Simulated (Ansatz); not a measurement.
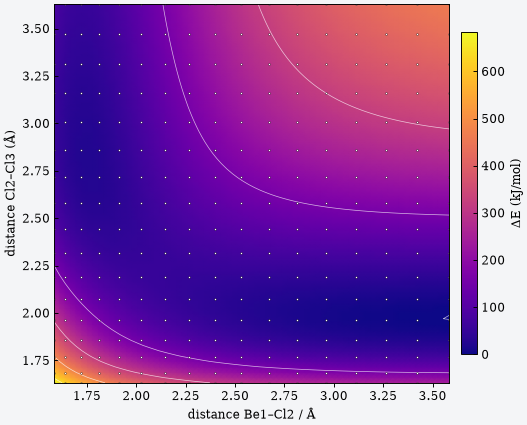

The system Be + Cl₂. 
- The first coordinate is: distance Be1–Cl2; the second: distance Cl2–Cl3.
- Nothing is relaxed (the angle Be1–Cl2–Cl3 is fixed at 180 degrees).
- The scan uses a 17 × 17 grid.
- Points are written as (first, second).
- All energies are given in kJ/mol relative to the lowest grid point.
- The reference is spin-restricted, so regions where a bond is pulled apart into radicals lie too high.
- Method: RHF/def2-TZVPD (Ansatz 0.2.0).

In the figure: a smooth colour map with a few white contour lines, dots at the grid points. Between grid points the surface is interpolated.

The lowest grid point is at (3.584 Å, 1.962 Å). It lies in a valley that leaves the map towards separated partners. A higher local minimum lies near (1.718 Å, 2.861 Å) (24 kJ/mol above the lowest at that grid point). The highest grid point, (1.584 Å, 1.632 Å), lies 684 kJ/mol above the lowest. On the interpolated surface the lowest path from the side where the first distance is long, (3.584 Å, 1.962 Å), to the well on the other side, about (1.76 Å, 2.82 Å), has its top at about (2.12 Å, 2.23 Å), about 51 kJ/mol above the start and 28 kJ/mol above the end.

The level of theory is changed to Ansatz 0.2.0, RKS PBE0-D4/def2-SVPD; with it change the reference geometry, relaxed at the new level.

How does the landscape change?

Answer. The minimum (interpolated where it lies between grid points) moves from (3.584 Å, 1.962 Å) to about (1.851 Å, 2.632 Å). The span from the lowest to the highest grid point grows from 684 to 771 kJ/mol.

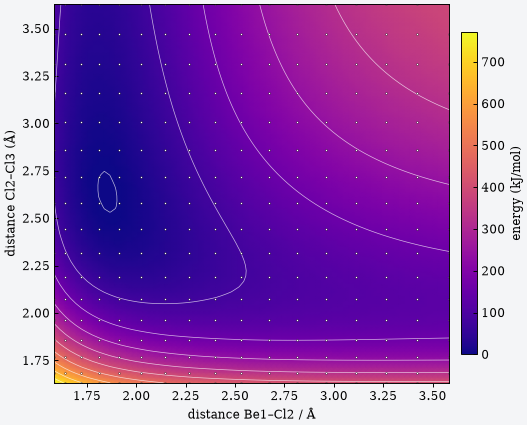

The map after the change, on a colour scale of its own. Drawn: a smooth colour map with a few white contour lines, dots at the grid points. Between grid points the surface is interpolated.
